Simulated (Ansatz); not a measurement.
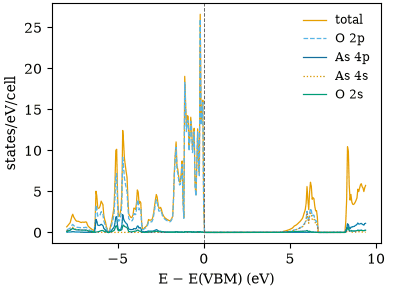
*Total and projected density of states of SrAs$_{2}$O$_{6}$ in space group P-31m (No. 162; Sr on 1a, As on 2d, O on 6k), r²SCAN (plane waves, PAW; program Ansatz)*

Question: Which orbitals carry the states next to the gap?

Answer: Top 1 eV of the valence band: O 2p 97 %. Bottom 1 eV of the conduction band: O 2p 36 %, As 4s 36 %, O 2s 15 %, Sr 5s 11 %. Projections are on Löwdin-orthogonalised atomic valence shells; empty p or d shells of many metals are not among them.

The workflow started from a Materials Project entry (that database holds measured and hypothetical structures alike); the Crystallography Open Database copy checked does not list it. Whether it is the stable phase at ambient conditions was not checked. The r²SCAN relaxation kept the symmetry of its start; whether a distortion lowers the energy is not shown. Scalar-relativistic: spin–orbit coupling is off unless named, which matters more the heavier the elements.

Potentials: the later of the program's two PAW sets.
